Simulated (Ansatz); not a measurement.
# AlH4 (doublet): one geometry, many settings at distance Al1–H4 along a hydrogen transfer = 2.062 Å

Aim: run AlH4 (doublet) at one geometry under a spread of methods and options, and see what each costs and gives.

Program: Ansatz 0.2.0, Gaussian basis. Level of theory: the settings change from run to run. These are calculated values, not measurements.

7 further runs of the same task are left out: 6 that didn't finish, 1 set aside as unsound or not needed.

### Step 1. What is computed

The geometry derives from fragments relaxed apart (PBE0/def2-TZVP) and kept rigid, so it is no stationary point. A hydrogen atom is moved between rigid fragments.

5 atoms, charge 0, spin multiplicity 2.

Atoms are counted from 1 here; the program's logs count them from 0.

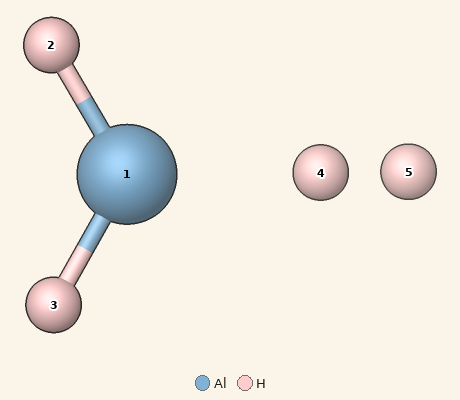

The geometry (aluminium light blue, hydrogen pink); atoms are numbered from 1 in the order of the file.

Geometry (Å):

```xyz
5

Al   -0.1129    0.0000    0.0000
H    -0.9058    1.3734    0.0000
H    -0.9058   -1.3734    0.0000
H     1.9491    0.0000    0.0000
H     2.8841    0.0000    0.0000
```

### Step 2. MRCISD+Q(5,3)/def2-mTZVP

in.yaml reads:

```yaml
crystal:
  periodic: [false, false, false]
  atoms:
    - {symbol: Al, position_ang: [-0.112878, 0.000000, 0.000000]}
    - {symbol: H, position_ang: [-0.905802, 1.373384, 0.000000]}
    - {symbol: H, position_ang: [-0.905802, -1.373384, 0.000000]}
    - {symbol: H, position_ang: [1.949122, 0.000000, 0.000000]}
    - {symbol: H, position_ang: [2.884122, 0.000000, 0.000000]}
basis:
  gaussian: {orbitals: def2-mTZVP}
magnetization: {spin_polarized: false, initial_magnetization: 1}
correlation: {method: fic_mrcisd_q, electrons: outside_noble_gas, active_space: {window: {electrons: 5, orbitals: 3}}}
```

Launch:

```sh
$ ansatz run in.yaml --threads 1 --pin off --events-out ev --progress --plain --max-ram 2393MiB
```

The program printed, cut to the lines that bear on the results:

```text
Functional definition: HF
  name "HF"
  cite "Fock, Z. Phys. 61, 126 (1930) doi:10.1007/BF01340294"
  parent pbe
[...]
340 factors; integrals over basis functions are off by at most 8.0e-4 eV
[...]
mean field -6642.69375254 eV, -244.1144928263 hartree, gradient 3.3e-6 eV, S^2 0.750000; 2 other end points of the search recorded, 0 dependent functions left out
reference -6642.69375254 eV, -244.1144928263 hartree; 9, 8 occupied and 25, 26 virtual orbitals, 340 factors
state -6642.69375254 eV, -244.1144928263 hartree
contracted CI cycle   1: correlation 0.00000000 eV, 0.0000000000 hartree, residual 1.05e1 eV
contracted CI cycle   2: correlation -2.15251895 eV, -0.0791036122 hartree, residual 2.53e0 eV
contracted CI cycle   3: correlation -2.27396051 eV, -0.0835665076 hartree, residual 6.41e-1 eV
contracted CI cycle   4: correlation -2.28312210 eV, -0.0839031894 hartree, residual 2.42e-1 eV
contracted CI cycle   5: correlation -2.28420482 eV, -0.0839429787 hartree, residual 7.75e-2 eV
contracted CI cycle   6: correlation -2.28431980 eV, -0.0839472044 hartree, residual 2.55e-2 eV
contracted CI cycle   7: correlation -2.28433118 eV, -0.0839476224 hartree, residual 7.80e-3 eV
contracted CI cycle   8: correlation -2.28433248 eV, -0.0839476701 hartree, residual 2.58e-3 eV
contracted CI cycle   9: correlation -2.28433260 eV, -0.0839476748 hartree, residual 8.69e-4 eV
state -6642.69375254 eV, -244.1144928263 hartree; corrected -6645.13527956 eV, -244.2042172893 hartree
WARN: 2 active orbitals are nearly empty or full. The corrections depend on them more than the energy does, and are more stable in an active space without them
Total energy: -6645.13527956 eV, -244.2042172893 hartree
```

Run time: 0.51 s. Hardware: 1 thread of Arm Neoverse V2, shared host.

From the report: 2 determinants; active occupations 2.00, 2.00, 1.00. The report marks this result as in doubt.

### Step 3. CISD/6-31G*

in.yaml: that of step 2 with these lines changed.

```diff
@@ -9,4 +9,4 @@
 basis:
-  gaussian: {orbitals: def2-mTZVP}
+  gaussian: {orbitals: "6-31G*"}
 magnetization: {spin_polarized: false, initial_magnetization: 1}
-correlation: {method: fic_mrcisd_q, electrons: outside_noble_gas, active_space: {window: {electrons: 5, orbitals: 3}}}
+correlation: {active_space: {ras: {orbitals: [3, 1, 18], electrons: 7, max_holes: 2, max_particles: 2}, fixed_orbitals: true}}
```

Same command.

The program printed:

```text
Functional definition: HF
  name "HF"
  cite "Fock, Z. Phys. 61, 126 (1930) doi:10.1007/BF01340294"
  parent pbe
  exchange = exact_x
  correlation = 0
293 factors; integrals over basis functions are off by at most 7.0e-4 eV
mean field evaluation 1: about -6641.6656 eV, gradient 7.2e0 eV
mean field evaluation 2: about -6641.6772 eV, gradient 7.2e0 eV
mean field evaluation 4: about -6642.2078 eV, gradient 3.9e-1 eV
mean field evaluation 8: about -6642.2105 eV, gradient 8.2e-4 eV
mean field evaluation 16: about -6642.0840 eV, gradient 1.5e0 eV
mean field -6642.21045362 eV, -244.0967319187 hartree, gradient 2.5e-6 eV, S^2 0.750000; 2 other end points of the search recorded, 0 dependent functions left out
reference -6642.21045362 eV, -244.0967319187 hartree; 9, 8 occupied and 18, 19 virtual orbitals, 293 factors
state -6644.54361507 eV, -244.1824740206 hartree
Total energy: -6644.54361507 eV, -244.1824740206 hartree
```

Run time: 0.57 s. Hardware: 1 thread of Arm Neoverse V2, shared host.

From the report: 2,652 determinants.

### Step 4. CASSCF(5,3)/6-31G

in.yaml: that of step 3 with these lines changed.

```diff
@@ -9,4 +9,6 @@
 basis:
-  gaussian: {orbitals: "6-31G*"}
+  gaussian: {orbitals: 6-31G, fitting: {mean_field: def2-universal-jkfit}}
 magnetization: {spin_polarized: false, initial_magnetization: 1}
-correlation: {active_space: {ras: {orbitals: [3, 1, 18], electrons: 7, max_holes: 2, max_particles: 2}, fixed_orbitals: true}}
+correlation: {active_space: {window: {electrons: 5, orbitals: 3}}}
+accuracy: high
+output: {forces: true}
```

Same command.

The program printed, cut to the lines that bear on the results:

```text
Functional definition: HF
  name "HF"
  cite "Fock, Z. Phys. 61, 126 (1930) doi:10.1007/BF01340294"
  parent pbe
[...]
200 factors; integrals over basis functions are off by at most 9.9e-2 eV
[...]
mean field -6641.65259796 eV, -244.0762311012 hartree, gradient 1.3e-8 eV, S^2 0.750000; 2 other end points of the search recorded, 0 dependent functions left out
reference -6641.65259796 eV, -244.0762311012 hartree; 9, 8 occupied and 12, 13 virtual orbitals, 200 factors
state -6641.65259796 eV, -244.0762311012 hartree
[...]
Total energy: -6641.65259796 eV, -244.0762311012 hartree
Atom 0 at    -0.112878     0.000000     0.000000 Å, force    -0.298798     0.000000     0.000000 eV/Å
Atom 1 at    -0.905802     1.373384     0.000000 Å, force    -0.259695     0.298517    -0.000000 eV/Å
Atom 2 at    -0.905802    -1.373384     0.000000 Å, force    -0.259695    -0.298517     0.000000 eV/Å
Atom 3 at     1.949122     0.000000     0.000000 Å, force     3.553081     0.000000    -0.000000 eV/Å
Atom 4 at     2.884122     0.000000     0.000000 Å, force    -2.734893    -0.000000     0.000000 eV/Å
Dipole moment:     0.040161    -0.000000    -0.000000 e Å
```

Wall time 0.15 s (1 thread of Arm Neoverse V2, shared host).

From the report: 3 determinants; active occupations 2.00, 2.00, 1.00. With so small a space the active step adds no correlation: the energy is the mean field's.

### Step 5. HF/6-31G

in.yaml: that of step 4 with these lines changed.

```diff
@@ -9,6 +9,5 @@
 basis:
-  gaussian: {orbitals: 6-31G, fitting: {mean_field: def2-universal-jkfit}}
+  gaussian: {orbitals: 6-31G}
 magnetization: {spin_polarized: false, initial_magnetization: 1}
-correlation: {active_space: {window: {electrons: 5, orbitals: 3}}}
-accuracy: high
-output: {forces: true}
+hamiltonian: {xc: hf}
+output: {orbitals: {seedname: orbitals}}
```

Same command.

The program printed:

```text
Functional definition: HF
  name "HF"
  cite "Fock, Z. Phys. 61, 126 (1930) doi:10.1007/BF01340294"
  parent pbe
  exchange = exact_x
  correlation = 0
266 factors; integrals over basis functions are off by at most 7.0e-4 eV
mean field evaluation 1: about -6641.1953 eV, gradient 6.2e0 eV
mean field evaluation 2: about -6641.1974 eV, gradient 6.2e0 eV
mean field evaluation 4: about -6641.6503 eV, gradient 3.1e-1 eV
mean field evaluation 8: about -6641.6524 eV, gradient 1.1e-3 eV
mean field evaluation 16: about -6641.6196 eV, gradient 7.1e-1 eV
mean field -6641.65242219 eV, -244.0762246416 hartree, gradient 2.4e-5 eV, S^2 0.750000; 0 other end points of the search recorded, 0 dependent functions left out
reference -6641.65242219 eV, -244.0762246416 hartree; 9, 8 occupied and 12, 13 virtual orbitals, 266 factors
Total energy: -6641.65242219 eV, -244.0762246416 hartree
```

Run time: 0.12 s. Hardware: 1 thread of Arm Neoverse V2, shared host.

### Step 6. NEVPT2(5,5)/def2-mTZVP

in.yaml: that of step 5 with these lines changed.

```diff
@@ -9,5 +9,5 @@
 basis:
-  gaussian: {orbitals: 6-31G}
+  gaussian: {orbitals: def2-mTZVP}
 magnetization: {spin_polarized: false, initial_magnetization: 1}
-hamiltonian: {xc: hf}
-output: {orbitals: {seedname: orbitals}}
+correlation: {method: sc_nevpt2, electrons: outside_noble_gas, active_space: {window: {electrons: 5, orbitals: 5}}}
+output: {forces: true}
```

The command is unchanged.

The program printed, cut to the lines that bear on the results:

```text
Functional definition: HF
  name "HF"
  cite "Fock, Z. Phys. 61, 126 (1930) doi:10.1007/BF01340294"
  parent pbe
[...]
340 factors; integrals over basis functions are off by at most 8.0e-4 eV
[...]
mean field -6642.69375254 eV, -244.1144928263 hartree, gradient 3.3e-6 eV, S^2 0.750000; 2 other end points of the search recorded, 0 dependent functions left out
reference -6642.69375254 eV, -244.1144928263 hartree; 9, 8 occupied and 25, 26 virtual orbitals, 340 factors
state -6643.77165333 eV, -244.1541049497 hartree
state -6643.77165333 eV, -244.1541049497 hartree; corrected -6644.68043397 eV, -244.1875020222 hartree
state -6643.17394863 eV, -244.1321397071 hartree
state -6643.17394863 eV, -244.1321397071 hartree; corrected -6644.46862362 eV, -244.1797181355 hartree
state -6643.77165333 eV, -244.1541049497 hartree; corrected -6644.68043397 eV, -244.1875020222 hartree
[...]
WARN: the results are in doubt because the forces break the atoms' symmetry
Total energy: -6644.68043397 eV, -244.1875020222 hartree
Atom 0 at    -0.112878     0.000000     0.000000 Å, force    -0.197906    -0.176427    -0.000000 eV/Å
Atom 1 at    -0.905802     1.373384     0.000000 Å, force    -0.245400     0.272955     0.000000 eV/Å
Atom 2 at    -0.905802    -1.373384     0.000000 Å, force    -0.127064    -0.088141     0.000000 eV/Å
Atom 3 at     1.949122     0.000000     0.000000 Å, force     2.253873    -0.009797     0.000000 eV/Å
Atom 4 at     2.884122     0.000000     0.000000 Å, force    -1.683503     0.001409     0.000000 eV/Å
Dipole moment:     0.035294     0.011696     0.000000 e Å
In doubt: the forces break the atoms' symmetry
```

It took 0.84 s on 1 thread of Arm Neoverse V2, shared host.

From the report: 100 determinants; active occupations 1.98, 1.96, 1.00, 0.04, 0.02. Mind the lines of doubt at the end of the log.

### Step 7. CCSD(T) on ROHF/6-31G

in.yaml: that of step 6 with these lines changed.

```diff
@@ -9,5 +9,6 @@
 basis:
-  gaussian: {orbitals: def2-mTZVP}
+  gaussian: {orbitals: 6-31G}
 magnetization: {spin_polarized: false, initial_magnetization: 1}
-correlation: {method: sc_nevpt2, electrons: outside_noble_gas, active_space: {window: {electrons: 5, orbitals: 5}}}
+correlation: {method: ccsd_t, electrons: outside_noble_gas}
+scf: {lower_state_search: off}
 output: {forces: true}
```

Same command.

The program printed, cut to the lines that bear on the results:

```text
Functional definition: HF
  name "HF"
  cite "Fock, Z. Phys. 61, 126 (1930) doi:10.1007/BF01340294"
  parent pbe
[...]
266 factors; integrals over basis functions are off by at most 7.0e-4 eV
[...]
mean field -6641.65242219 eV, -244.0762246416 hartree, gradient 1.9e-6 eV, S^2 0.750000; 0 other end points of the search recorded, 0 dependent functions left out
5 core orbitals not correlated: weight in the atoms' cores, before any rotation towards them, 1.000 or more for the frozen orbitals, at most 0.000 for the correlated occupied ones
reference -6641.65242219 eV, -244.0762246416 hartree; 4, 3 occupied and 12, 13 virtual orbitals, 266 factors
second order -1.37251947 eV of doubles, -0.04768674 eV of singles
cycle   1  -1.83060422 eV  change   -4.1e-1 eV  update   5.9e-2
[...]
cycle  12  -2.07094061 eV  change    3.8e-7 eV  update   4.3e-7
perturbative correction -0.02106301 eV, -0.0007740514 hartree
[...]
Total energy: -6643.74442580 eV, -244.1531043566 hartree
Atom 0 at    -0.112878     0.000000     0.000000 Å, force     0.092331     0.000000     0.000000 eV/Å
Atom 1 at    -0.905802     1.373384     0.000000 Å, force    -0.425375     0.584279    -0.000000 eV/Å
Atom 2 at    -0.905802    -1.373384     0.000000 Å, force    -0.425375    -0.584279     0.000000 eV/Å
Atom 3 at     1.949122     0.000000     0.000000 Å, force     2.731564    -0.000000    -0.000000 eV/Å
Atom 4 at     2.884122     0.000000     0.000000 Å, force    -1.973146     0.000000     0.000000 eV/Å
Dipole moment:     0.038261    -0.000000    -0.000000 e Å
Checks for a lower state left out: starts, cluster_reference, orbital_swaps, neighbouring_geometries, increment
```

It took 0.36 s on 1 thread of Arm Neoverse V2, shared host.

From the report: correlation -2.0920 eV; T1 0.022; largest double amplitude 0.04.

### Step 8. CISDT/6-31G*

in.yaml: that of step 7 with these lines changed.

```diff
@@ -9,6 +9,7 @@
 basis:
-  gaussian: {orbitals: 6-31G}
+  gaussian: {orbitals: "6-31G*"}
 magnetization: {spin_polarized: false, initial_magnetization: 1}
-correlation: {method: ccsd_t, electrons: outside_noble_gas}
-scf: {lower_state_search: off}
+hamiltonian: {pseudopotentials: {relativity: scalar}}
+correlation: {active_space: {ras: {orbitals: [3, 1, 18], electrons: 7, max_holes: 3, max_particles: 3}, fixed_orbitals: true}}
+accuracy: high
 output: {forces: true}
```

Launched as before.

The program printed, cut to the lines that bear on the results:

```text
Functional definition: HF
  name "HF"
  cite "Fock, Z. Phys. 61, 126 (1930) doi:10.1007/BF01340294"
  parent pbe
[...]
525 factors; integrals over basis functions are off by at most 3.0e-9 eV
[...]
mean field -6652.98885907 eV, -244.4928310131 hartree, gradient 1.7e-8 eV, S^2 0.750000; 2 other end points of the search recorded, 0 dependent functions left out
reference -6652.98885907 eV, -244.4928310131 hartree; 9, 8 occupied and 18, 19 virtual orbitals, 525 factors
state -6655.39320976 eV, -244.5811892712 hartree
[...]
Total energy: -6655.39320976 eV, -244.5811892712 hartree
Relativity: scalar
Atom 0 at    -0.112878     0.000000     0.000000 Å, force    -0.133222     0.000000    -0.000000 eV/Å
Atom 1 at    -0.905802     1.373384     0.000000 Å, force    -0.230553     0.264464     0.000000 eV/Å
Atom 2 at    -0.905802    -1.373384     0.000000 Å, force    -0.230553    -0.264464     0.000000 eV/Å
Atom 3 at     1.949122     0.000000     0.000000 Å, force     2.482792     0.000000     0.000000 eV/Å
Atom 4 at     2.884122     0.000000     0.000000 Å, force    -1.888464    -0.000000    -0.000000 eV/Å
Dipole moment:     0.005298    -0.000000    -0.000000 e Å
```

Wall time 1.6 s (1 thread of Arm Neoverse V2, shared host).

From the report: 38,664 determinants.

### Step 9. CCSDT(Q)/B/6-31G*

in.yaml reads:

```yaml
crystal:
  periodic: [false, false, false]
  atoms:
    - {symbol: Al, position_ang: [-0.112878, 0.000000, 0.000000]}
    - {symbol: H, position_ang: [-0.905802, 1.373384, 0.000000]}
    - {symbol: H, position_ang: [-0.905802, -1.373384, 0.000000]}
    - {symbol: H, position_ang: [1.949122, 0.000000, 0.000000]}
    - {symbol: H, position_ang: [2.884122, 0.000000, 0.000000]}
basis:
  gaussian: {orbitals: "6-31G*"}
magnetization: {spin_polarized: true, initial_magnetization: 1}
hamiltonian: {xc: {name: PBE}}
correlation: {method: ccsdt_q_b, electrons: valence}
scf: {lower_state_search: full}
output: {forces: true}
```

Same command.

The program printed, cut to the lines that bear on the results:

```text
Functional definition: PBE
  name "PBE"
  cite "Perdew, Burke & Ernzerhof, Phys. Rev. Lett. 77, 3865 (1996) doi:10.1103/PhysRevLett.77.3865"
  parent pbe
[...]
497 factors; integrals over basis functions are off by at most 1.9e-7 eV
[...]
mean field -6654.27016669 eV, -244.5399181995 hartree, gradient 1.7e-6 eV, S^2 0.753676; 6 other end points of the search recorded, 0 dependent functions left out
5 core orbitals not correlated: weight in the atoms' cores, before any rotation towards them, 1.000 or more for the frozen orbitals, at most 0.000 for the correlated occupied ones
reference -6641.99235581 eV, -244.0887169719 hartree; 4, 3 occupied and 18, 19 virtual orbitals, 497 factors
second order -1.78755942 eV of doubles, -0.18434451 eV of singles
cycle   1  -2.37011345 eV  change   -4.0e-1 eV  update   5.4e-2
[...]
cycle  13  -2.61380857 eV  change   -7.2e-7 eV  update   6.5e-7
perturbative correction -0.00097384 eV, -0.0000357881 hartree
[...]
Total energy: -6644.60713822 eV, -244.1848084531 hartree
Atom 0 at    -0.112878     0.000000     0.000000 Å, force    -0.128246     0.000000    -0.000000 eV/Å
Atom 1 at    -0.905802     1.373384     0.000000 Å, force    -0.254239     0.303496     0.000000 eV/Å
Atom 2 at    -0.905802    -1.373384     0.000000 Å, force    -0.254239    -0.303496    -0.000000 eV/Å
Atom 3 at     1.949122     0.000000     0.000000 Å, force     2.510884    -0.000000    -0.000000 eV/Å
Atom 4 at     2.884122     0.000000     0.000000 Å, force    -1.874159     0.000000     0.000000 eV/Å
Dipole moment:     0.007750    -0.000000     0.000000 e Å
```

It took 13 s on 1 thread of Arm Neoverse V2, shared host.

From the report: ⟨S²⟩ of the determinant 0.754 (pure doublet: 0.75); correlation -2.6148 eV; T1 0.020; largest double amplitude 0.04. The orbitals are Kohn-Sham ones, so correlation energy and T1 don't compare with those on Hartree-Fock orbitals.

### Step 10. All runs side by side

Where basis and cores are those of an earlier FCI/6-31G run (-6643.7560 eV), and the state is the same kind, the miss against it is given. † marks a result that the program doubts.

```csv
level,correlated,functions,energy (eV),from FCI (meV),time
"MRCISD+Q(5,3)/def2-mTZVP †",outside noble gas,34,-6645.1353,,0.51 s
CISD/6-31G*,outside noble gas,27,-6644.5436,,0.57 s
"CASSCF(5,3)/6-31G",,21,-6641.6526,2103.4,0.15 s
HF/6-31G,,21,-6641.6524,2103.6,0.12 s
"NEVPT2(5,5)/def2-mTZVP †",outside noble gas,34,-6644.6804,,0.84 s
CCSD(T) on ROHF/6-31G,outside noble gas,21,-6643.7444,11.6,0.36 s
CISDT/6-31G* (relativity set),valence,27,-6655.3932,,1.6 s
CCSDT(Q)/B/6-31G* (on PBE orbitals),valence,27,-6644.6071,,13 s
```

### Step 11. Results

| quantity | value |
| --- | --- |
| runs | 8 |
| quickest | HF/6-31G, 0.12 s |
| slowest | CCSDT(Q)/B/6-31G* (on PBE orbitals), 13 s |

**Reading.** Total energies in different bases, with other cores or another treatment of relativity can't be set against each other. CCSDT(Q)/B/6-31G* (on PBE orbitals) took 109 times as long as HF/6-31G; the jobs differ in more than the method. Hartree-Fock, CASSCF and CASCI lack dynamic correlation by design.
